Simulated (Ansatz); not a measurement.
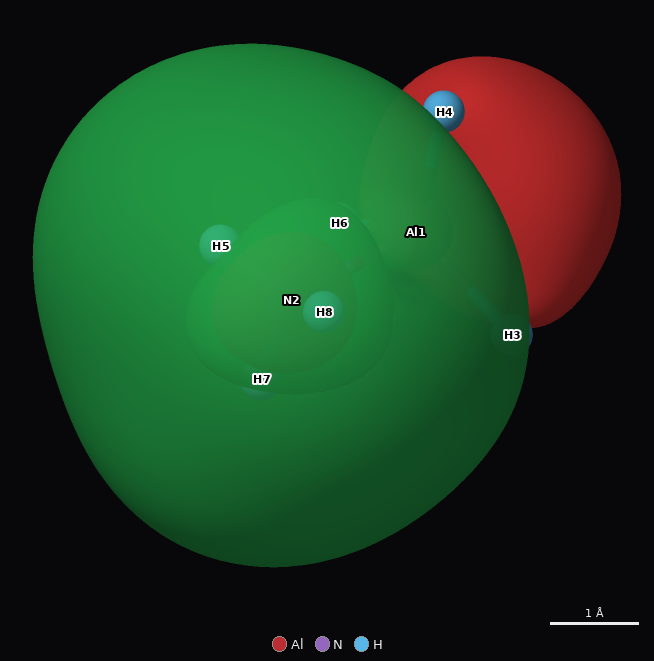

The picture shows: AlH$_{6}$N. The LUMO at ±0.05 Å⁻³ᐟ² (green and red are the two phases), seen at an oblique angle.

The product side of a reaction path; geometry: PBE0-D4/def2-TZVP.

Level of theory: RKS PBE0-D4/def2-TZVPP (Ansatz).

```xyz
8

Al   -0.0787   -0.8945    0.5830
N     0.0727    0.8277   -0.5393
H    -1.0352   -1.7466   -0.3808
H    -0.7277   -0.2786    1.9132
H     0.6625    1.5124   -0.0776
H     1.4704   -1.3035    0.6368
H     0.4751    0.6341   -1.4506
H    -0.8389    1.2491   -0.6845
```

**What is the character of this orbital?**

It lies mainly on Al1 (about 25 %), H8 (about 15 %), H7 (about 15 %), H5 (about 15 %) and N2 (about 15 %). Its energy is −0.36 eV.
